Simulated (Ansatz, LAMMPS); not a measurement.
# Glassy 68GeO2-32ZnO (mol %) (91 atoms) under strain

How stiff is glassy 68GeO2-32ZnO (mol %) (91 atoms), and how do its levels respond to strain?

Method: Kohn-Sham DFT, PBE, PAW (set soft_1), plane waves, in Ansatz 0.2.0.

### 1. The starting structure

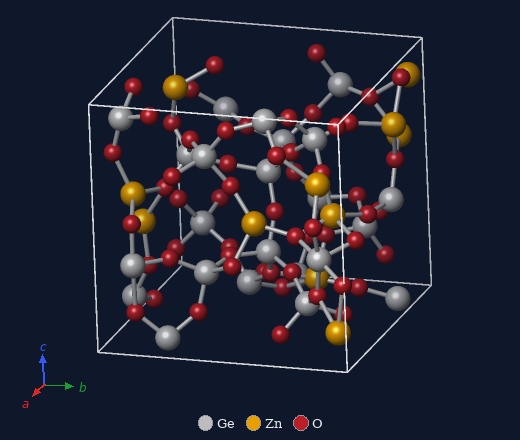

The cell as given, slightly off an axis (germanium light grey, zinc orange, oxygen red). Bonds to atoms that aren't drawn are left out.

The cell holds 91 atoms: 23 Ge, 11 Zn and 57 O. Cell: a = 11.046 Å, b = 11.046 Å, c = 11.046 Å, α = 90.0°, β = 90.0°, γ = 90.0°. 91 atoms (23 Ge, 11 Zn, 57 O) placed at random at 4 g/cm³, melted at 4000 K for 10 ps at fixed volume with the Morse and Coulomb pair potential with partial charges (Pedone, Malavasi, Menziani, Cormack and Segre, J. Phys. Chem. B 110, 11780 (2006)). Quenched from 4000 K to 300 K at 50 K/ps and fixed volume, held 10 ps at zero pressure, then minimised at fixed cell.

Limits known from the start: The quench rate of 50 K/ps is orders of magnitude faster than experiment, which tends to freeze in extra defects. The network of bonds at the start is that of the classical potential that made the cell, and needn't be the one that DFT or experiment would give. Sampling is at Γ alone.

### 2. Single point at the start

A single point comes first, to see the forces before anything moves.

Input file input.yaml:

```yaml
crystal:
  lattice:
    - [11.04645, 0.0, 0.0]
    - [0.0, 11.04645, 0.0]
    - [0.0, 0.0, 11.04645]
  atoms:
    - { symbol: Ge, position: [0.59686, 0.01404, 0.08646] }
    - { symbol: Ge, position: [0.5484, 0.54177, 0.29172] }
    - { symbol: Ge, position: [0.02715, 0.6737, 0.7933] }
    - { symbol: Ge, position: [0.33955, 0.97087, 0.46308] }
    - { symbol: Ge, position: [0.54077, 0.74296, 0.75778] }
    - { symbol: Ge, position: [0.37567, 0.4003, 0.09589] }
    - { symbol: Ge, position: [0.93304, 0.25959, 0.05586] }
    - { symbol: Ge, position: [0.88374, 0.86193, 0.4034] }
    - { symbol: Ge, position: [0.01311, 0.56976, 0.32313] }
    - { symbol: Ge, position: [0.81442, 0.06248, 0.88496] }
    - { symbol: Ge, position: [0.43545, 0.51533, 0.57534] }
    - { symbol: Ge, position: [0.10236, 0.49804, 0.03705] }
    - { symbol: Ge, position: [0.79116, 0.37508, 0.27981] }
    - { symbol: Ge, position: [0.53854, 0.23388, 0.65507] }
    - { symbol: Ge, position: [0.77345, 0.37706, 0.74154] }
    - { symbol: Ge, position: [0.72708, 0.75399, 0.16193] }
    - { symbol: Ge, position: [0.97231, 0.14375, 0.3519] }
    - { symbol: Ge, position: [0.26039, 0.18118, 0.27689] }
    - { symbol: Ge, position: [0.01957, 0.20673, 0.65364] }
    - { symbol: Ge, position: [0.76997, 0.62376, 0.90265] }
    - { symbol: Ge, position: [0.15848, 0.7973, 0.27962] }
    - { symbol: Ge, position: [0.31334, 0.97304, 0.05464] }
    - { symbol: Ge, position: [0.13454, 0.47301, 0.5839] }
    - { symbol: Zn, position: [0.63665, 0.83724, 0.4919] }
    - { symbol: Zn, position: [0.50734, 0.17907, 0.91064] }
    - { symbol: Zn, position: [0.782, 0.57091, 0.48851] }
    - { symbol: Zn, position: [0.82282, 0.84627, 0.68186] }
    - { symbol: Zn, position: [0.07555, 0.96321, 0.87402] }
    - { symbol: Zn, position: [0.6064, 0.06323, 0.39596] }
    - { symbol: Zn, position: [0.34378, 0.99276, 0.76875] }
    - { symbol: Zn, position: [0.09949, 0.92818, 0.63747] }
    - { symbol: Zn, position: [0.78635, 0.09002, 0.57133] }
    - { symbol: Zn, position: [0.34578, 0.66157, 0.12394] }
    - { symbol: Zn, position: [0.95846, 0.95437, 0.14109] }
    - { symbol: O, position: [0.95113, 0.86739, 0.55536] }
    - { symbol: O, position: [0.87004, 0.70231, 0.80467] }
    - { symbol: O, position: [0.45211, 0.14142, 0.74411] }
    - { symbol: O, position: [0.61067, 0.08123, 0.22237] }
    - { symbol: O, position: [0.95344, 0.14085, 0.15628] }
    - { symbol: O, position: [0.33787, 0.11484, 0.39636] }
    - { symbol: O, position: [0.62741, 0.67289, 0.86849] }
    - { symbol: O, position: [0.75631, 0.96824, 0.44392] }
    - { symbol: O, position: [0.48831, 0.92703, 0.45265] }
    - { symbol: O, position: [0.6503, 0.28162, 0.75858] }
    - { symbol: O, position: [0.45361, 0.51674, 0.17104] }
    - { symbol: O, position: [0.96834, 0.14374, 0.51862] }
    - { symbol: O, position: [0.05708, 0.57127, 0.67959] }
    - { symbol: O, position: [0.11739, 0.32495, 0.62959] }
    - { symbol: O, position: [0.854, 0.25177, 0.34786] }
    - { symbol: O, position: [0.05382, 0.3503, 0.02062] }
    - { symbol: O, position: [0.87581, 0.19921, 0.92662] }
    - { symbol: O, position: [0.07673, 0.49555, 0.44186] }
    - { symbol: O, position: [0.3192, 0.30803, 0.20854] }
    - { symbol: O, position: [0.97538, 0.9861, 0.34035] }
    - { symbol: O, position: [0.65033, 0.80496, 0.66434] }
    - { symbol: O, position: [0.78443, 0.73734, 0.45111] }
    - { symbol: O, position: [0.83521, 0.83384, 0.23817] }
    - { symbol: O, position: [0.23988, 0.88695, 0.37604] }
    - { symbol: O, position: [0.78873, 0.66358, 0.0507] }
    - { symbol: O, position: [0.04366, 0.53399, 0.17654] }
    - { symbol: O, position: [0.67952, 0.07109, 0.96476] }
    - { symbol: O, position: [0.11553, 0.20494, 0.3281] }
    - { symbol: O, position: [0.91303, 0.96387, 0.9573] }
    - { symbol: O, position: [0.2591, 0.49324, 0.04144] }
    - { symbol: O, position: [0.05878, 0.59498, 0.92462] }
    - { symbol: O, position: [0.49207, 0.55511, 0.43427] }
    - { symbol: O, position: [0.79873, 0.01987, 0.73773] }
    - { symbol: O, position: [0.62153, 0.16266, 0.54553] }
    - { symbol: O, position: [0.45383, 0.32241, 0.99332] }
    - { symbol: O, position: [0.6324, 0.66462, 0.24739] }
    - { symbol: O, position: [0.28174, 0.51411, 0.57949] }
    - { symbol: O, position: [0.10504, 0.85729, 0.14894] }
    - { symbol: O, position: [0.45585, 0.0432, 0.02781] }
    - { symbol: O, position: [0.23937, 0.99371, 0.92208] }
    - { symbol: O, position: [0.79354, 0.47639, 0.86027] }
    - { symbol: O, position: [0.89076, 0.28653, 0.6945] }
    - { symbol: O, position: [0.23843, 0.6665, 0.2614] }
    - { symbol: O, position: [0.64449, 0.86787, 0.09726] }
    [... 7 atom lines left out ...]
    - { symbol: O, position: [0.02689, 0.72565, 0.3485] }
    - { symbol: O, position: [0.64577, 0.42008, 0.29849] }
    - { symbol: O, position: [0.35562, 0.83297, 0.10206] }
    - { symbol: O, position: [0.83336, 0.3523, 0.13284] }
    - { symbol: O, position: [0.86486, 0.50573, 0.33928] }
    - { symbol: O, position: [0.08668, 0.81297, 0.77583] }
kpoints:
  mp_grid: { grid: [1, 1, 1] }
hamiltonian:
  xc: pbe
  pseudopotentials: { kind: paw, azcp: { folder: soft_1 } }
scf:
  occupations: { method: gaussian, width: 0.05 }
output:
  forces: true
```

On the command line:

```
$ ansatz run input.yaml --threads 4 --pin off --max-ram 8192MiB --backend cpu --events-out ev --progress --plain --runs-dir out
```

Numbers of over 12 decimals in the logs are rounded to 6 here.

Output:

```text
Engine: ansatz 0.2.0, aarch64-unknown-linux-gnu
Pseudopotentials: kind: paw
Pseudopotential: Ge, paw, valence charge 14, recommended cutoff 420 eV (normal), soft_1/Ge.paw.azcp
Pseudopotential: Zn, paw, valence charge 12, recommended cutoff 420 eV (normal), soft_1/Zn.paw.azcp
Pseudopotential: O, paw, valence charge 6, recommended cutoff 420 eV (normal), soft_1/O.paw.azcp
[... 5 lines on functional and potentials left out ...]
Crystal: 91 atoms, lattice volume = 1347.933 Å³
Basis set: ecut = 420 eV, 26193 PW (Γ), exchange–correlation on 150×150×150 points (8 copies of the dense FFT grid, shifted against one another)
Bands: 489, of which v1, the nominal top of the filled ones, is band 398 counted from 1 (397 counted from 0)
Symmetry: 1 space group operations
Space group: P1 (ITA 1), of the structure as read, at distance tolerance 1.1e-4 Å
k-points: 1
[... 7 lines on functional and potentials left out ...]
Initial density: superposition of atomic densities (chi_scale 0.1, normalization cell, long waves 9 % of neutral atoms (reshape's long-wave potential 1.09 eV rms, cloud 1.88 Å wide))
Initial wavefunctions: pseudopotential atomic-orbital guess
Functional: x = pbe(κ = 0.804, μ = 0.219515), c = pbe(β = 0.066725)
SCF iter   1: F=—  HF=-167655.010457 eV  |F-HF|=—  |Δ(HF+E_count)|=         —  Δρ=1.04e-1  dr2=1.07e2  ethr=3.10e-3  ⟨swp⟩=6.0  Hψ=2098  notcnv=0  defer=1
preconditioner: auto → Resta (q_TF=auto, 2.499 Å⁻¹)  ε∞=3.0  [insulator: Δε(μ)=1.729 eV  Ē_g=20.047 eV  σ=0.050 eV  W_gap=1.00  n_scr=364 (ndim 8)  ℏωp=28.5 eV  f_vac=0.172  D(μ)=0.00/eV (n_scr^D=0)  ε∞_Penn≈3.0]
SCF iter   2: F=—  HF=-167626.669676 eV  |F-HF|=—  |Δ(HF+E_count)|=    2.83e1  Δρ=3.90e-2  dr2=1.28e1  ethr=3.10e-3  ⟨swp⟩=3.0  Hψ=851  notcnv=0  defer=84
SCF iter   3: F=—  HF=-167623.311343 eV  |F-HF|=—  |Δ(HF+E_count)|=    3.36e0  Δρ=1.72e-2  dr2=3.47e0  ethr=1.61e-3  ⟨swp⟩=2.0  Hψ=744  notcnv=0  defer=56
automatic band count: iteration 3 solves 461 bands in place of 489: the levels show a gap, and the empty bands left out lie too high to hold charge; the band table lists the bands solved (type scf.n_extra_bands for more)
SCF iter   4: F=—  HF=-167622.914045 eV  |F-HF|=—  |Δ(HF+E_count)|=   3.97e-1  Δρ=7.50e-3  dr2=4.87e-1  ethr=4.36e-4  ⟨swp⟩=4.0  Hψ=650  notcnv=0  defer=56
SCF iter   5: F=—  HF=-167622.942751 eV  |F-HF|=—  |Δ(HF+E_count)|=   2.87e-2  Δρ=2.54e-3  dr2=7.09e-2  ethr=6.12e-5  ⟨swp⟩=2.0  Hψ=741  notcnv=0  defer=58
SCF iter   6: F=—  HF=-167622.970875 eV  |F-HF|=—  |Δ(HF+E_count)|=   2.81e-2  Δρ=8.44e-4  dr2=1.13e-2  ethr=8.90e-6  ⟨swp⟩=2.0  Hψ=675  notcnv=0  defer=58
SCF iter   7: F=—  HF=-167622.971456 eV  |F-HF|=—  |Δ(HF+E_count)|=   5.81e-4  Δρ=4.50e-4  dr2=2.55e-3  ethr=1.42e-6  ⟨swp⟩=2.0  Hψ=801  notcnv=0  defer=58
SCF iter   8: F=—  HF=-167622.973833 eV  |F-HF|=—  |Δ(HF+E_count)|=   2.38e-3  Δρ=2.95e-4  dr2=9.13e-4  ethr=3.20e-7  ⟨swp⟩=2.0  Hψ=682  notcnv=0  defer=58
SCF iter   9: F=—  HF=-167622.973726 eV  |F-HF|=—  |Δ(HF+E_count)|=   1.07e-4  Δρ=8.45e-5  dr2=8.20e-5  ethr=1.15e-7  ⟨swp⟩=2.0  Hψ=798  notcnv=0  defer=58
SCF iter  10: F=—  HF=-167622.972054 eV  |F-HF|=—  |Δ(HF+E_count)|=   1.67e-3  Δρ=2.99e-5  dr2=1.13e-5  ethr=1.03e-8  ⟨swp⟩=2.0  Hψ=801  notcnv=0  defer=58
SCF iter  11: F=—  HF=-167622.972065 eV  |F-HF|=—  |Δ(HF+E_count)|=   1.12e-5  Δρ=3.25e-5  dr2=8.96e-6  ethr=1.41e-9  ⟨swp⟩=3.0  Hψ=831  notcnv=0  defer=58
SCF iter  12: F=—  HF=-167622.972063 eV  |F-HF|=—  |Δ(HF+E_count)|=   1.66e-6  Δρ=6.51e-6  dr2=5.38e-7  ethr=1.13e-9  ⟨swp⟩=2.0  Hψ=684  notcnv=0  defer=58
SCF iter  13: F=—  HF=-167622.972063 eV  |F-HF|=—  |Δ(HF+E_count)|=   2.49e-7  Δρ=3.65e-6  dr2=1.36e-7  ethr=1.26e-11  ⟨swp⟩=5.0  Hψ=1589  notcnv=0
SCF iter  14: F=-167622.972063 eV  HF=-167622.972063 eV  |F-HF|=7.68e-9  |Δ(HF+E_count)|=   1.64e-8  Δρ=1.09e-6  dr2=1.46e-8  ethr=1.26e-11  ⟨swp⟩=4.0  Hψ=1484  notcnv=0
SCF 1 converged in 14 iterations: F = -167622.972063 eV  dr2 = 1.46e-8
  greatest PAW one-centre occupation: 0.999 electrons in one spin orbital (limit 2), on the Ge atom at site 7 (counted from 0), in its partial waves of l = 2
SCF converged after 14 iterations
Free energy (F): -167622.972063 eV
Harris-Foulkes:  -167622.972063 eV  (|F-HF|=7.68e-9)
Internal energy: -167622.972063 eV  (E = F + TS)
E sigma→0 (E₀):  -167622.972063 eV
Fermi energy:    5.122868 eV
--- Per-component energies (eV) ---
  E_band       = -6070.678161
  E_kinetic    = 13390.126858
  E_local      = -121315.009393  (includes V_loc(G=0)·N_el)
  E_nonlocal   = 17311.249190
  E_hartree    = 52982.665432
  E_xc         = -6518.310437
  E_vxc        = -7179.058883  (∫ρ·V_xc dr)
  E_paw        = -76737.684339  (= ΣΔE_a)
  E_vpaw       = -14243.351500  (= ΣTr[D̂ρ^β])
  E_aug_tail   = 0.042429  (compensation charges beyond the density's cutoff)
  E_ewald      = -46736.051805
  E_smearing   = -0.000000  (= −TS)
  E_closure    = 0.000000  (closes the sum)
  Σ components = -167622.972063   (vs F -167622.972063, Δ=0.00e0)
--- Forces (eV/Å), atoms counted from 1 ---
  atom   1  Ge     0.89347434    -0.73898591     2.13293471
  atom   2  Ge     1.00763295    -0.10822005     0.36662729
  atom   3  Ge     0.17552314    -1.23078131    -0.08935053
  atom   4  Ge    -0.44136490    -0.42000173    -1.33257661
  atom   5  Ge     0.23484210     0.53246385    -0.23875294
  atom   6  Ge    -0.28452677    -2.53567586    -0.11146016
  atom   7  Ge    -0.25526561    -0.78069178     1.67233145
  atom   8  Ge    -0.24504350    -0.30419333     0.20446874
  atom   9  Ge     0.78743001     0.30921462    -0.42113189
  atom  10  Ge     0.55064150    -0.46635916     0.92563552
  atom  11  Ge     0.64643625    -0.49475475     0.86058614
  atom  12  Ge    -0.85229882    -0.46266806     0.57325546
  atom  13  Ge     1.48782388    -0.47242999    -1.02538678
  atom  14  Ge     0.52014296     0.81435682    -0.44487405
[...]
atom  90  O     -0.42734022     0.99923068     0.44928721
  atom  91  O      1.02511270     1.47038643    -0.11503441
  max |Σ_I F_I| component: 6.64e-6 eV/Å
```

Elapsed: 22 s, on 4 threads of Arm Neoverse V2, shared host; peak memory 2 GiB; 85 s of CPU time.

Reading the cycles: dr2 is the Hartree energy of the density residual (eV), the measure of convergence; HF is the Harris–Foulkes estimate of the energy, which meets the free energy F at convergence.

The r.m.s. force at the start is 0.90 eV/Å.

[end of part 1 of 4]

[Logs are printed without paths, hosts, clocks, repeated set-up lines and the standing remarks that a program may print on its own settings, such as how far it seeks lower states.]

[Hosts, paths, dates, database ids (printed as entryN), source tags and the programs' standing remarks are cut or masked in the printed files.]
